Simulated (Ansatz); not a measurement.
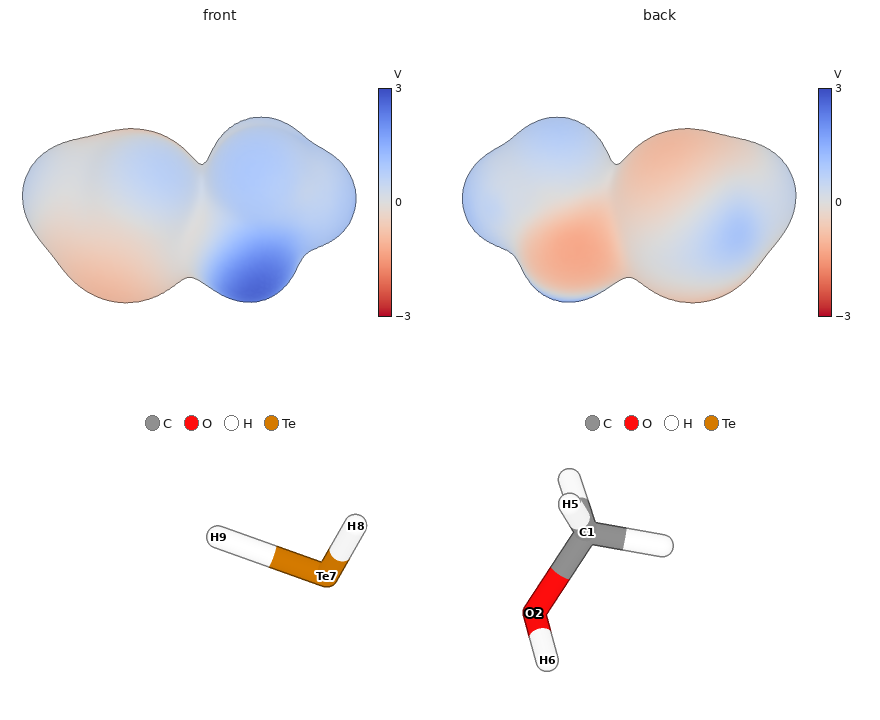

Figure 1: CH$_{4}$O···H$_{2}$Te. The molecular electrostatic potential painted on the density surface at 0.002 e/bohr³, seen from the front and from behind; the colour scale runs from red (negative) to blue (positive). The bare structure is drawn below in the same view.

Geometry: PBE0-D4/def2-TZVP; core potentials replace the inner electrons of Te.

Computed with Ansatz, RKS PBE0-D4/def2-TZVPPD.

```json
{"atom": "C", "x (Å)": "-0.0720", "y (Å)": "0.5501", "z (Å)": "-1.3754"}
{"atom": "O", "x (Å)": "-0.4416", "y (Å)": "-0.6825", "z (Å)": "-0.7930"}
{"atom": "H", "x (Å)": "-0.6739", "y (Å)": "1.3209", "z (Å)": "-0.8941"}
{"atom": "H", "x (Å)": "-0.2766", "y (Å)": "0.5720", "z (Å)": "-2.4517"}
{"atom": "H", "x (Å)": "0.9858", "y (Å)": "0.7861", "z (Å)": "-1.2098"}
{"atom": "H", "x (Å)": "0.0844", "y (Å)": "-1.3833", "z (Å)": "-1.1846"}
{"atom": "Te", "x (Å)": "-0.5004", "y (Å)": "-0.6723", "z (Å)": "2.2686"}
{"atom": "H", "x (Å)": "0.9524", "y (Å)": "-0.0486", "z (Å)": "1.7827"}
{"atom": "H", "x (Å)": "-0.0581", "y (Å)": "-0.4425", "z (Å)": "3.8573"}
```

### Which sites attract a positive test charge, and which a negative one?

A positive charge is drawn to the negative regions and a negative charge to the positive ones. The most negative region (about −1.2 V) lies over O2, the most positive (about +2.5 V) over H6. O2 is the likeliest acceptor of a hydrogen bond.
